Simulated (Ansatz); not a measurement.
# C₉H₂₁ClSi: one species, many methods

Aim: compute C₉H₂₁ClSi with functionals from several rungs and with coupled cluster. The yardstick is the atomisation energy at the CCSD(T) limit.

Program: Ansatz 0.2.0, Gaussian basis. Level of theory: functionals in def2-TZVPP, the program's frozen cores in correlated methods. These are calculated values, not measurements.

Levels to be run: LDA (SPW92), PBE-D4, revPBE-D4, BLYP-D4, r2SCAN-D4, B97M-V, PBE0-D4, B3LYP-D4, r2SCANh-D4, r2SCAN0-D4, HSE06-D4, BHLYP-D4, CAM-B3LYP-D4, LC-ωPBE, ωB97X-V, ωB97M-V, B2PLYP, PBE-QIDH; CCSD(T)/def2-SVP; CCSD(T)/def2-TZVPP; MP2/def2-QZVPP; extrapolation to the limit; RPA on PBE.

## Step 1: The geometry

The geometry comes from an earlier relaxation with PBE0-D4 in a triple-zeta def2 set; it is a stationary point, not always the lowest conformer.

SMILES `CC(C)[Si](Cl)(C(C)C)C(C)C`, 32 atoms, charge 0, spin multiplicity 1.

Atoms are counted from 1 here; the program's logs count them from 0.

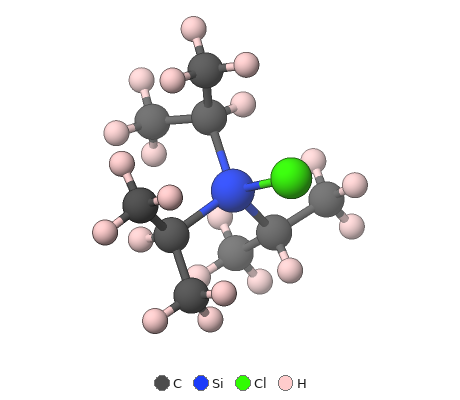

The structure; carbon dark grey, silicon blue, chlorine green, hydrogen pink.

Geometry (Å):

```
C    -2.0255    1.5609   -1.4093
C    -0.7652    0.7009   -1.4051
C    -1.0335   -0.6600   -2.0510
Si    0.0540    0.4956    0.2869
Cl   -0.2306    2.2582    1.3686
C    -0.6990   -0.8966    1.3112
C    -2.1921   -0.7037    1.5624
C     0.0496   -1.0973    2.6266
C     1.9251    0.2928    0.1485
C     2.3328   -1.0553   -0.4432
C     2.5879    1.4439   -0.6018
H    -1.8394    2.5578   -1.0078
H    -2.4060    1.6714   -2.4301
H    -2.8232    1.1119   -0.8120
H    -0.0114    1.2185   -2.0136
H    -1.8030   -1.2128   -1.5051
H    -1.3938   -0.5330   -3.0768
H    -0.1438   -1.2927   -2.0928
H    -0.5692   -1.8017    0.7009
H    -2.7671   -0.6569    0.6351
H    -2.3809    0.2200    2.1159
H    -2.5923   -1.5319    2.1563
H    -0.0060   -0.2004    3.2499
H     1.1060   -1.3297    2.4733
H    -0.3899   -1.9217    3.1973
H     2.2736    0.3275    1.1892
H     1.8776   -1.8994    0.0813
H     3.4187   -1.1851   -0.3940
H     2.0516   -1.1285   -1.4976
H     3.6780    1.3481   -0.5718
H     2.3258    2.4139   -0.1740
H     2.2954    1.4533   -1.6561
```

## Step 2: LDA

This LDA is Slater exchange with PW92 correlation.

Contents of in.yaml:

```yaml
crystal:
  periodic: [false, false, false]
  atoms:
    - {symbol: C, position_ang: [-2.025522, 1.560863, -1.409297]}
    - {symbol: C, position_ang: [-0.765203, 0.700897, -1.405149]}
    - {symbol: C, position_ang: [-1.033495, -0.660007, -2.050999]}
    - {symbol: Si, position_ang: [0.053963, 0.495597, 0.286869]}
    - {symbol: Cl, position_ang: [-0.230640, 2.258151, 1.368643]}
    - {symbol: C, position_ang: [-0.698986, -0.896568, 1.311162]}
    - {symbol: C, position_ang: [-2.192133, -0.703749, 1.562351]}
    - {symbol: C, position_ang: [0.049582, -1.097285, 2.626571]}
    - {symbol: C, position_ang: [1.925065, 0.292846, 0.148469]}
    - {symbol: C, position_ang: [2.332777, -1.055274, -0.443235]}
    - {symbol: C, position_ang: [2.587862, 1.443882, -0.601809]}
    - {symbol: H, position_ang: [-1.839415, 2.557796, -1.007760]}
    - {symbol: H, position_ang: [-2.406042, 1.671424, -2.430086]}
    - {symbol: H, position_ang: [-2.823205, 1.111928, -0.812000]}
    - {symbol: H, position_ang: [-0.011395, 1.218498, -2.013575]}
    - {symbol: H, position_ang: [-1.803042, -1.212831, -1.505078]}
    - {symbol: H, position_ang: [-1.393798, -0.533007, -3.076796]}
    - {symbol: H, position_ang: [-0.143769, -1.292711, -2.092769]}
    - {symbol: H, position_ang: [-0.569158, -1.801728, 0.700865]}
    - {symbol: H, position_ang: [-2.767109, -0.656938, 0.635105]}
    - {symbol: H, position_ang: [-2.380865, 0.219969, 2.115860]}
    - {symbol: H, position_ang: [-2.592270, -1.531882, 2.156305]}
    - {symbol: H, position_ang: [-0.005994, -0.200421, 3.249862]}
    - {symbol: H, position_ang: [1.106043, -1.329706, 2.473270]}
    - {symbol: H, position_ang: [-0.389940, -1.921682, 3.197307]}
    - {symbol: H, position_ang: [2.273610, 0.327464, 1.189196]}
    - {symbol: H, position_ang: [1.877564, -1.899433, 0.081315]}
    - {symbol: H, position_ang: [3.418684, -1.185054, -0.393963]}
    - {symbol: H, position_ang: [2.051638, -1.128523, -1.497638]}
    - {symbol: H, position_ang: [3.678032, 1.348084, -0.571768]}
    - {symbol: H, position_ang: [2.325825, 2.413891, -0.174018]}
    - {symbol: H, position_ang: [2.295434, 1.453307, -1.656112]}
basis:
  gaussian: {orbitals: def2-TZVPP}
hamiltonian: {xc: lda}
output: {orbitals: {seedname: orbitals}}
```

The run is started by

```console
> ansatz run in.yaml --threads 11 --pin off --events-out ev --progress --plain --max-ram 174080MiB --backend cuda --devices 0, --max-vram 75GiB
```

The runs that follow: PBE-D4 (GGA); revPBE-D4 (GGA); BLYP-D4 (GGA); r2SCAN-D4 (meta-GGA); B97M-V (meta-GGA); PBE0-D4 (hybrid); B3LYP-D4 (hybrid); r2SCANh-D4 (hybrid); r2SCAN0-D4 (hybrid); HSE06-D4 (hybrid); BHLYP-D4 (hybrid); CAM-B3LYP-D4 (range-separated); LC-ωPBE (range-separated); ωB97X-V (range-separated); ωB97M-V (range-separated); B2PLYP (double hybrid); PBE-QIDH (double hybrid); CCSD(T) in def2-SVP; CCSD(T) in def2-TZVPP; MP2 in def2-QZVPP; RPA on PBE orbitals.

Before running them: what should the planned runs give, taken together? Wanted: atomisation energy, CCSD(T)/CBS; farthest beyond LDA; mean size of error, GGA; mean size of error, meta-GGA; mean size of error, hybrid; mean size of error, range-separated; mean size of error, double hybrid; gap, smallest and largest; T1 diagnostic.

**Answer**, as computed:

```
                               quantity                                                                                                              value
        atomisation energy, CCSD(T)/CBS                                                                                                     12617.0 kJ/mol
 functionals within 63.1 kJ/mol (0.5 %)  revPBE-D4, r2SCAN-D4, B97M-V, B3LYP-D4, r2SCANh-D4, r2SCAN0-D4, CAM-B3LYP-D4, LC-ωPBE, ωB97X-V, ωB97M-V, PBE-QIDH
                    farthest beyond LDA                                                                                           BHLYP-D4 (-239.3 kJ/mol)
                mean size of error, GGA                                                                                                       112.1 kJ/mol
           mean size of error, meta-GGA                                                                                                        30.3 kJ/mol
             mean size of error, hybrid                                                                                                        80.3 kJ/mol
    mean size of error, range-separated                                                                                                        37.4 kJ/mol
      mean size of error, double hybrid                                                                                                        77.9 kJ/mol
              gap, smallest and largest                                                                          6.17 eV (LDA (SPW92)), 13.14 eV (LC-ωPBE)
                          T1 diagnostic                                                                                                             0.0093
triples share of the correlation energy                                                                                                              4.0 %
```

LDA overbinds by 1620.9 kJ/mol (13 %). PBE-D4 is off by +192.7 kJ/mol. Double hybrids carry the basis error of their MP2 part in triple zeta, and no dispersion term here, so their miss is partly the set-up's. The rungs meta-GGA, range-separated miss on average by less than the doubt on the reference (63.1 kJ/mol), so they tie. The reference freezes the cores and leaves out relativity and excitations past (T), so misses under about 63.1 kJ/mol can't be ranked. Hartree-Fock recovers 76 % of the binding; the rest is correlation. CCSD(T) in def2-SVP is off by -501.6 kJ/mol, more than most functionals: a good method in a small basis is no reference. The gap grows from 6.2 to 13.1 eV across the functionals, mostly with the share of exact exchange.
